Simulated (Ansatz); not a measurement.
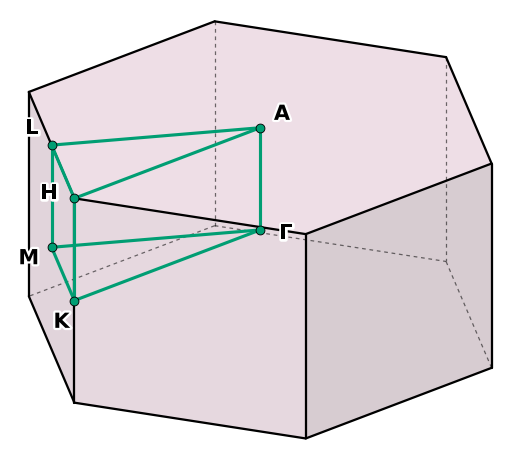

Crystal: Dy, the input geometry of an electronic-structure calculation (not necessarily at equilibrium). The figure shows the first Brillouin zone with its special points and a band path. All values are computed from the atomic coordinates in the standard setting (tolerance 0.002 Å).

Labels and path follow the convention of Hinuma et al. (2017), as computed by seekpath.

Name the Bravais lattice of the crystal.

Answer. A primitive hexagonal lattice (hP; extended symbol hP2). The zone is a hexagonal prism in its combinatorial type: 8 faces (6 with 4 edges, 2 with 6 edges), 18 edges, 12 vertices.

In which order does the conventional band path visit the special points?

Answer. Γ–M–K–Γ–A–L–H–A | L–M | H–K
